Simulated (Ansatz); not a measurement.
Start from MgS in the rock salt structure (space group Fm-3m, No. 225; a = 5.129 Å). Axes: x, y, z lie along the cube axes.

It is then changed as follows: tensile biaxial strain of 1.50 % in the plane normal to [001], as in epitaxy on a mismatched substrate; the out-of-plane cell vector and the atoms relax.

Method: LDA in Ansatz (plane waves to 420 eV, PAW, spin-orbit coupling left out).

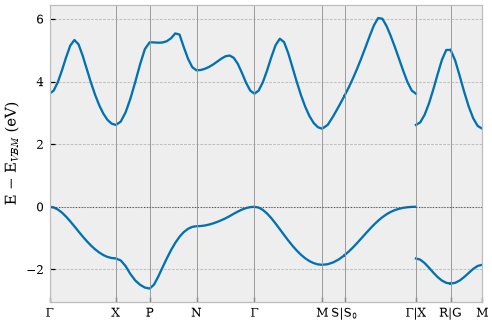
*Highest valence and lowest conduction band along the path of the changed cell's own zone*

Problem. From the figure, how large is the changed gap, and is it direct?

Solution. About 2.5 eV, indirect, Γ → M.

No phonon test of stability was made. Labels are those of the standard path for the cell's own space group.

Ansatz is a quantum-chemistry and plane-wave program.
